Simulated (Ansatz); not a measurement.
## Nb(100) with 4 thermally displaced layers, 2x2: scattering by thermal displacements

Wanted: the phonon-limited resistivity of Nb at 80 K by the Landauer route.

Calculated with Ansatz 0.2.0; Ansatz plane-wave DFT, PBE, PAW files; ballistic transport by layer matching (Landauer), zero bias; PAW set soft_1.

## (1) The starting structure

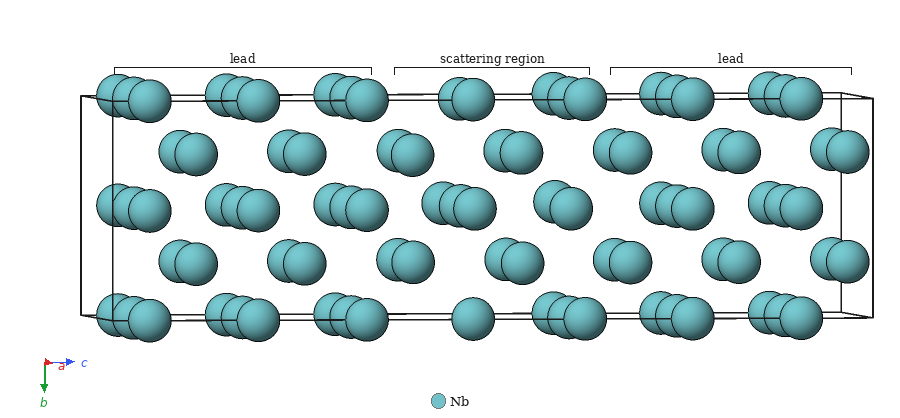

The starting structure, seen from the side, with the c axis across the page (niobium teal). Some periodic images of atoms are drawn too.

The cell holds 56 atoms: 56 Nb. Its edges and angles: a = 6.613 Å, b = 6.613 Å, c = 23.144 Å, α = 90.0°, β = 90.0°, γ = 90.0°. It derives from Nb. Regions: lead, 40 atoms (40 Nb); scattering region, 16 atoms (16 Nb). The structure is stacked along c, and the current runs across the ab planes.

## (2) With 4 displaced layers

Each atom of 4 layers is moved at random, by amounts drawn from a normal law 0.0463 Å wide in each direction from the Debye model (275 K) at 80 K. The layers about the cell's end stay perfect and serve as the lead. Disorder leaves little or no symmetry, which makes such runs dear. Energies from -0.05 to 0.05 eV in steps of 0.05 eV are too few for the program's thermal sum, so it prints no conductance; for a metal the transmission near the Fermi level serves, at a fraction of the cost.

Input file input.yaml:

```yaml
crystal:
  lattice:
    - [6.6126, 0.0, 0.0]
    - [0.0, 6.6126, 0.0]
    - [0.0, 0.0, 23.1441]
  atoms:
    - { symbol: Nb, position: [0.0, 0.0, 0.0357142857] }
    - { symbol: Nb, position: [0.0, 0.5, 0.0357142857] }
    - { symbol: Nb, position: [0.5, 0.0, 0.0357142857] }
    - { symbol: Nb, position: [0.5, 0.5, 0.0357142857] }
    - { symbol: Nb, position: [0.25, 0.25, 0.1071428571] }
    - { symbol: Nb, position: [0.25, 0.75, 0.1071428571] }
    - { symbol: Nb, position: [0.75, 0.25, 0.1071428571] }
    - { symbol: Nb, position: [0.75, 0.75, 0.1071428571] }
    - { symbol: Nb, position: [0.0, 0.0, 0.1785714286] }
    - { symbol: Nb, position: [0.0, 0.5, 0.1785714286] }
    - { symbol: Nb, position: [0.5, 0.0, 0.1785714286] }
    - { symbol: Nb, position: [0.5, 0.5, 0.1785714286] }
    - { symbol: Nb, position: [0.25, 0.25, 0.25] }
    - { symbol: Nb, position: [0.25, 0.75, 0.25] }
    - { symbol: Nb, position: [0.75, 0.25, 0.25] }
    - { symbol: Nb, position: [0.75, 0.75, 0.25] }
    - { symbol: Nb, position: [0.0, 0.0, 0.3214285714] }
    - { symbol: Nb, position: [0.0, 0.5, 0.3214285714] }
    - { symbol: Nb, position: [0.5, 0.0, 0.3214285714] }
    - { symbol: Nb, position: [0.5, 0.5, 0.3214285714] }
    - { symbol: Nb, position: [0.250881042, 0.2490742883, 0.3941393423] }
    - { symbol: Nb, position: [0.2507350772, 0.7462463501, 0.3935810976] }
    - { symbol: Nb, position: [0.7591376508, 0.2566365758, 0.3914481844] }
    - { symbol: Nb, position: [0.7411326847, 0.7456324661, 0.3929398822] }
    - { symbol: Nb, position: [0.9837075778, 0.9984668391, 0.4617912579] }
    - { symbol: Nb, position: [0.9948687093, 0.4961861592, 0.4636524452] }
    - { symbol: Nb, position: [0.5028844601, 0.0073053089, 0.4640283732] }
    - { symbol: Nb, position: [0.509575357, 0.4953387144, 0.4649894777] }
    - { symbol: Nb, position: [0.2563309776, 0.2506587818, 0.5342257151] }
    - { symbol: Nb, position: [0.243541101, 0.7467925317, 0.5361551416] }
    - { symbol: Nb, position: [0.7429252009, 0.2485342229, 0.535395499] }
    - { symbol: Nb, position: [0.7537899217, 0.7515042025, 0.5364257826] }
    - { symbol: Nb, position: [0.995418361, 0.9990917453, 0.6087124658] }
    - { symbol: Nb, position: [0.0104650704, 0.4911772234, 0.6101739058] }
    - { symbol: Nb, position: [0.5094310883, 0.005474962, 0.6076723276] }
    - { symbol: Nb, position: [0.4978002171, 0.5102169351, 0.6110675187] }
    - { symbol: Nb, position: [0.25, 0.25, 0.6785714286] }
    - { symbol: Nb, position: [0.25, 0.75, 0.6785714286] }
    - { symbol: Nb, position: [0.75, 0.25, 0.6785714286] }
    - { symbol: Nb, position: [0.75, 0.75, 0.6785714286] }
    - { symbol: Nb, position: [0.0, 0.0, 0.75] }
    - { symbol: Nb, position: [0.0, 0.5, 0.75] }
    - { symbol: Nb, position: [0.5, 0.0, 0.75] }
    - { symbol: Nb, position: [0.5, 0.5, 0.75] }
    - { symbol: Nb, position: [0.25, 0.25, 0.8214285714] }
    - { symbol: Nb, position: [0.25, 0.75, 0.8214285714] }
    - { symbol: Nb, position: [0.75, 0.25, 0.8214285714] }
    - { symbol: Nb, position: [0.75, 0.75, 0.8214285714] }
    - { symbol: Nb, position: [0.0, 0.0, 0.8928571429] }
    - { symbol: Nb, position: [0.0, 0.5, 0.8928571429] }
    - { symbol: Nb, position: [0.5, 0.0, 0.8928571429] }
    - { symbol: Nb, position: [0.5, 0.5, 0.8928571429] }
    - { symbol: Nb, position: [0.25, 0.25, 0.9642857143] }
    - { symbol: Nb, position: [0.25, 0.75, 0.9642857143] }
    - { symbol: Nb, position: [0.75, 0.25, 0.9642857143] }
    - { symbol: Nb, position: [0.75, 0.75, 0.9642857143] }
kpoints:
  mp_grid: { grid: [4, 4, 1] }
hamiltonian:
  xc: pbe
  pseudopotentials: { kind: paw, azcp: { folder: soft_1 } }
scf:
  occupations: { method: fermi_dirac, width: 0.1 }
output:
  transmission: { leads: [[0, 4]], kmesh: [8, 8], e_range: [-0.05, 0.05], de: 0.05 }
  write_potential: true
  write_density: true
  volumetric_format: npy
  elf: true
```

Command:

```console
$ ansatz run input.yaml --threads 4 --pin off --max-ram 15360MiB --backend cpu --events-out ev --progress --plain --runs-dir out
```

Numbers of over 12 decimals in the logs are rounded to 6 here.

The log of the run:

```text
Engine: ansatz 0.2.0, aarch64-unknown-linux-gnu
Pseudopotentials: kind: paw
Pseudopotential: Nb, paw, valence charge 13, recommended cutoff 420 eV (normal), soft_1/Nb.paw.azcp
Functional definition: PBE
  parameter kappa = 0.804
  parameter beta = 0.066725
  exchange = pbe_x(kappa = kappa, mu = beta*pi^2/3)
  correlation = pbe_c(beta = beta)
Crystal: 56 atoms, lattice volume = 1012.010 Å³
Basis set: ecut = 420 eV, 19757 PW (Γ)
Bands: 437, of which v1, the nominal top of the filled ones, is band 364 counted from 1 (363 counted from 0)
Symmetry: 1 space group operations
Space group: P1 (ITA 1), of the structure as read, at distance tolerance 1.0e-4 Å
k-points: 10 of 16 (time reversal used)
Non-local potential: Nb, projectors of the file, l = 0: 3, l = 1: 2, l = 2: 2, l = 3: 1
PAW form: soft (Blöchl's): semilocal exchange-correlation on the pseudo side does not see the compensation charge
PAW one-centre angular grid: Nb, 590 points (default); XC on 64 Gauss nodes
Initial density: superposition of atomic densities (chi_scale 0.1, normalization cell)
Initial wavefunctions: pseudopotential atomic-orbital guess
Functional: x = pbe(κ = 0.804, μ = 0.219515), c = pbe(β = 0.066725)
SCF iter   1: F=—  HF=-254955.995541 eV  |F-HF|=—  |Δ(HF+E_count)|=         —  Δρ=7.77e-2  dr2=7.09e1  ethr=3.10e-3  ⟨swp⟩=5.7  Hψ=17200  notcnv=0
preconditioner: auto → Kerker (q_TF=auto, 2.583 Å⁻¹)  [metal: Δε(μ)=0.004 eV  Ē_g=3.742 eV  σ=0.100 eV  W_gap=0.01  n_scr=294 (ndim 8)  ℏωp=19.5 eV  f_vac=0.000  D(μ)=76.32/eV (n_scr^D=862)]
SCF iter   2: F=—  HF=-254938.245833 eV  |F-HF|=—  |Δ(HF+E_count)|=    1.77e1  Δρ=4.61e-2  dr2=2.31e1  ethr=3.10e-3  ⟨swp⟩=2.9  Hψ=9128  notcnv=0  defer=39
SCF iter   3: F=—  HF=-254930.787356 eV  |F-HF|=—  |Δ(HF+E_count)|=    7.46e0  Δρ=6.02e-3  dr2=1.84e-1  ethr=3.10e-3  ⟨swp⟩=3.5  Hψ=8827  notcnv=0  defer=39
SCF iter   4: F=—  HF=-254930.822160 eV  |F-HF|=—  |Δ(HF+E_count)|=   3.48e-2  Δρ=8.05e-4  dr2=7.09e-3  ethr=2.53e-5  ⟨swp⟩=3.8  Hψ=8570  notcnv=0  defer=7
SCF iter   5: F=—  HF=-254930.822669 eV  |F-HF|=—  |Δ(HF+E_count)|=   5.09e-4  Δρ=1.61e-4  dr2=1.44e-4  ethr=9.75e-7  ⟨swp⟩=2.3  Hψ=6873  notcnv=0  defer=7
SCF iter   6: F=—  HF=-254930.822746 eV  |F-HF|=—  |Δ(HF+E_count)|=   7.68e-5  Δρ=2.45e-5  dr2=4.31e-6  ethr=1.98e-8  ⟨swp⟩=2.5  Hψ=7006  notcnv=0  defer=7
SCF iter   7: F=—  HF=-254930.822037 eV  |F-HF|=—  |Δ(HF+E_count)|=   7.09e-4  Δρ=3.58e-6  dr2=9.45e-8  ethr=1.37e-11  ⟨swp⟩=8.4  Hψ=14283  notcnv=0
SCF iter   8: F=-254930.822037 eV  HF=-254930.822037 eV  |F-HF|=3.78e-10  |Δ(HF+E_count)|=   1.86e-8  Δρ=7.73e-7  dr2=4.62e-9  ethr=1.30e-11  ⟨swp⟩=1.0  Hψ=10581  notcnv=0
SCF 1 converged in 8 iterations: F = -254930.822037 eV  dr2 = 4.62e-9
  greatest PAW one-centre occupation: 0.998 electrons in one spin orbital (limit 2), on the Nb atom at site 43 (counted from 0), in its partial waves of l = 0
transmission: 144 of 1428 steps passed
transmission: 288 of 1428 steps passed
[...]
transmission: 1428 of 1428 steps passed
SCF converged after 8 iterations
Free energy (F): -254930.822037 eV
Harris-Foulkes:  -254930.822037 eV  (|F-HF|=3.78e-10)
Internal energy: -254928.171974 eV  (E = F + TS)
E sigma→0 (E₀):  -254929.497005 eV
Entropy (-TS):   -2.650063 eV (-47.323 meV/atom)
Fermi energy:    17.736781 eV
--- Per-component energies (eV) ---
  E_band       = -3808.951227
  E_kinetic    = 20913.650954
  E_local      = -36384.304115  (includes V_loc(G=0)·N_el)
  E_nonlocal   = 5317.591737
  E_hartree    = 12094.643560
  E_xc         = -9288.021307
  E_vxc        = -11246.351628  (∫ρ·V_xc dr)
  E_paw        = -172604.860115  (= ΣΔE_a)
  E_vpaw       = -6598.829942  (= ΣTr[D̂ρ^β])
  E_aug_tail   = 0.002118  (compensation charges beyond the density's cutoff)
  E_ewald      = -74976.874807
  E_smearing   = -2.650063  (= −TS)
  E_closure    = 0.000000  (closes the sum)
  Σ components = -254930.822037   (vs F -254930.822037, Δ=0.00e0)
--- Band table (eV; the first three rows and the last of 10) ---
  k-point 0: bands = [... 360 lower, 18.0647, 18.0806, 18.0852, 18.0923, 18.0961, 18.1084, 18.2649, 18.2942, ... 69 higher]
  k-point 1: bands = [... 360 lower, 17.9342, 17.9474, 17.9725, 17.9799, 18.0023, 18.0603, 18.0740, 18.1919, ... 69 higher]
  k-point 2: bands = [... 360 lower, 17.6577, 17.6748, 17.6903, 17.6983, 17.7184, 17.7319, 17.7406, 17.7469, ... 69 higher]
  k-point 9: bands = [... 360 lower, 17.0928, 17.0984, 17.1024, 17.1148, 17.1371, 17.1450, 17.1509, 17.1841, ... 69 higher]
--- Transmission ---
  basis      : 385 plane waves across, 42 finite elements along
  points     : 34, standing for a mesh of 8 x 8
  energies   : 3 from -0.050000 to 0.050000 eV about the Fermi level, 0.050000 eV apart; the leads are filled to 0.000000 eV, and channels, transmission and decay are at 0.000000 eV
  crystal 0  : Nb4, at the sites [0, 4], period 1.6531 Å, over 16.53 Å; its Hamiltonian steps by up to 2.5 meV
    offset         : up to 0.0000 Å between an atom of the period and one for which it stands
    channels       : 1.060938e1 a spin
    conductance    : none, the energies end too early or step too widely for 300 K: set another output.transmission.e_range or a lower de, or, where they end at an eighth of basis.ecutwfc, a higher one
  junction   : crystal 0 to crystal 0, 0.70 to 22.19 Å
    transmission   : 9.590688e0 a spin
    conductance    : none, the energies end too early or step too widely for 300 K: set another output.transmission.e_range or a lower de, or, where they end at an eighth of basis.ecutwfc, a higher one
```

It took 20 min on 4 threads of Arm Neoverse V1, shared host; peak memory 8.3 GiB.

Numbers from this step:

```yaml
free_energy: -254930.8220 eV
energy_at_zero_smearing: -254929.4970 eV
fermi_energy: 17.74 eV
cell_area: 43.73 Å²
transmission_per_spin_nearest_the_fermi_level: 9.591
open_channels_per_spin_nearest_the_fermi_level: 10.61
step_of_the_lead_s_potential: 2.5 meV
```

Per spin. Transmission, zone mean against energy, zero at the Fermi level:

```csv
energy (eV),"transmission, zone mean"
-0.0500,10.0
0.0000,9.59
0.0500,9.30
```

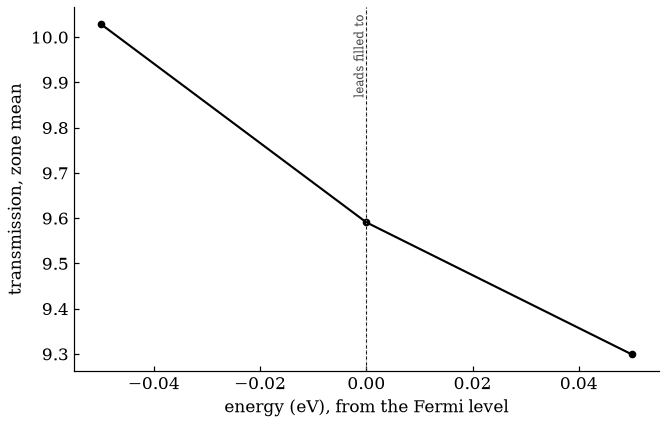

Transmission, zone mean against energy.

Per spin. Open channels, zone mean, lead against energy, zero at the Fermi level:

| energy (eV) | open channels, zone mean, lead |
| --- | --- |
| -0.0500 | 11.4 |
| 0.0000 | 10.6 |
| 0.0500 | 10.2 |

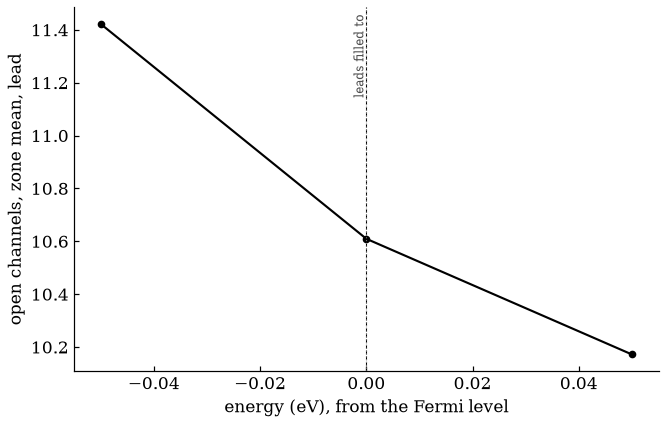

Open channels, zone mean, lead, plotted against energy.

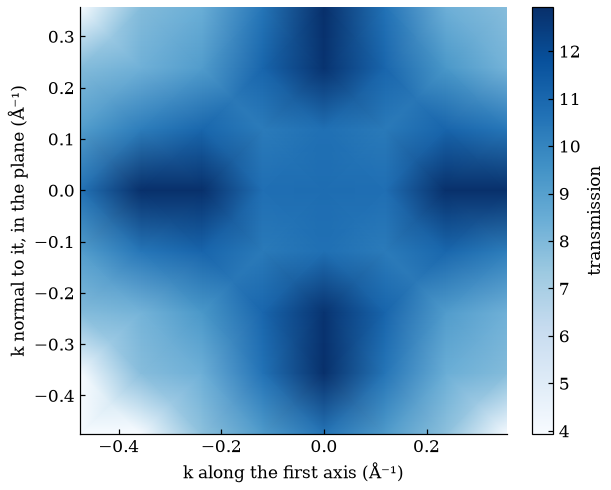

Transmission over k1 and k2. At 0.0000 eV from the Fermi level.

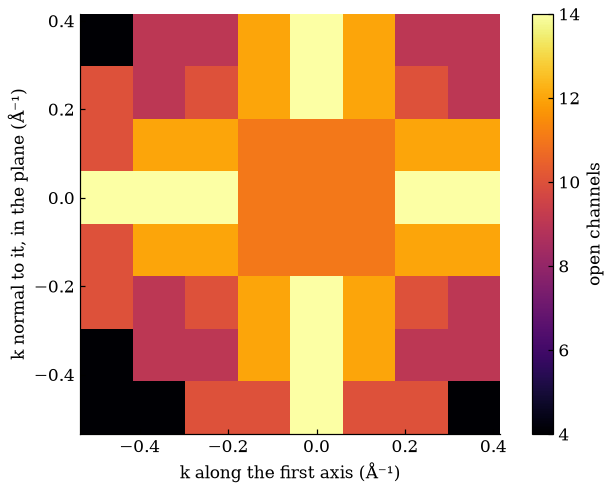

Open channels over k1 and k2. At 0.0000 eV from the Fermi level.

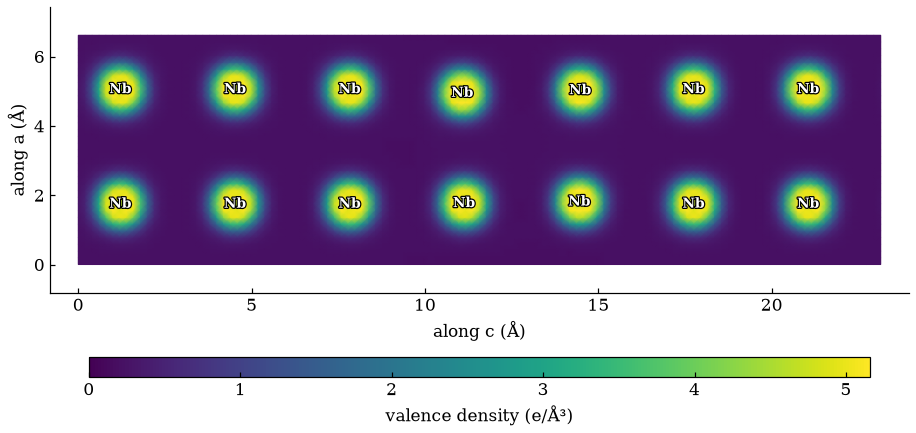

Valence density in the ca plane at fractional y = 0.000, with atoms of Nb within 0.2 Å of it. It is the smooth field of the valence electrons, not physical close to the nuclei. The map starts off the cell's origin, so that atoms lie inside it.

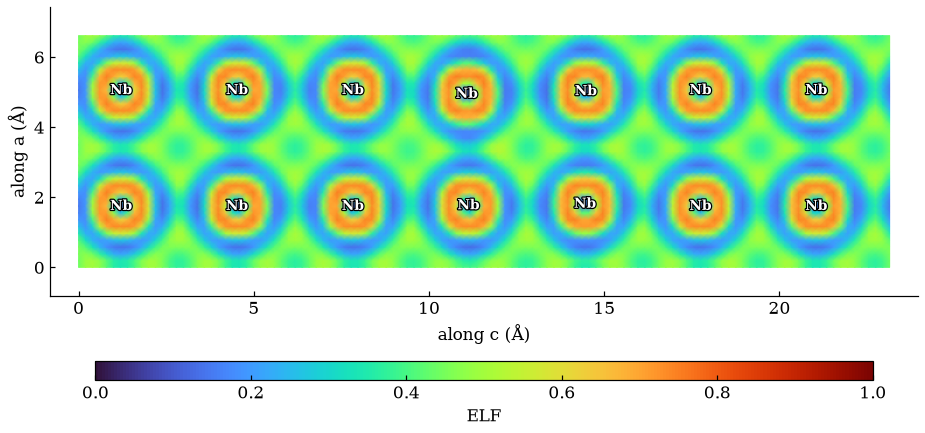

ELF in the ca plane at fractional y = 0.000, with atoms of Nb within 0.2 Å of it. It is the smooth field of the valence electrons, not physical close to the nuclei. The map starts off the cell's origin, so that atoms lie inside it.

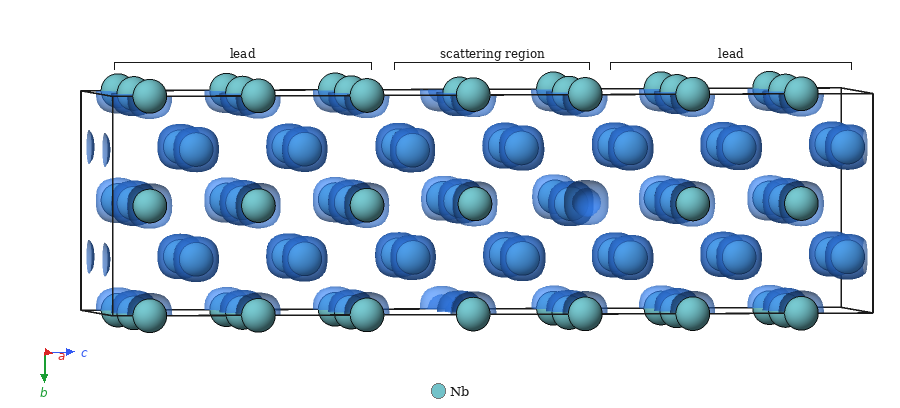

Surface of ELF = 0.68.

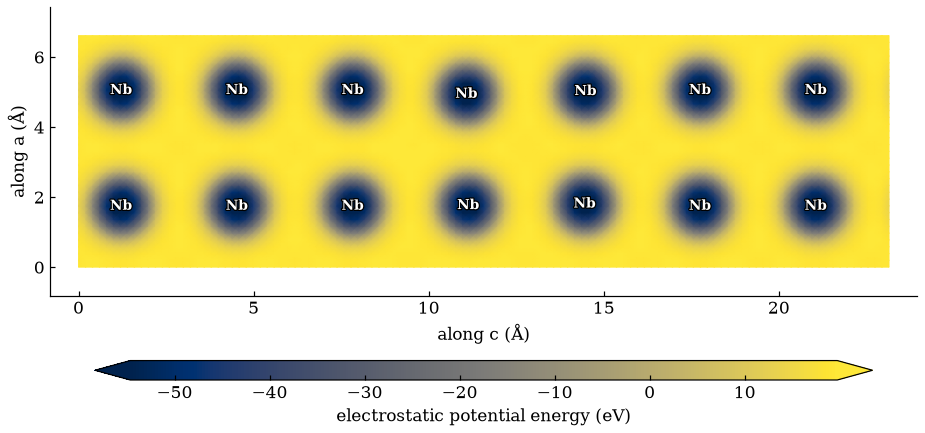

Electrostatic potential energy in the ca plane at fractional y = 0.000, with atoms of Nb within 0.2 Å of it. With pseudopotentials it is smooth inside the atoms' cores, unlike the true potential. The map starts off the cell's origin, so that atoms lie inside it.

Over the solved energies the transmission per spin lies between 9.30 and 10.0, out of 10.7 channels of the lead on average (up to 11.4).

(Continued in part 2 of 2.)

[Logs are printed without paths, hosts, clocks, repeated set-up lines and the standing remarks that a program may print on its own settings, such as how far it seeks lower states.]

[Hosts, paths, dates, database ids (printed as entryN), source tags and the programs' standing remarks are cut or masked in the printed files.]
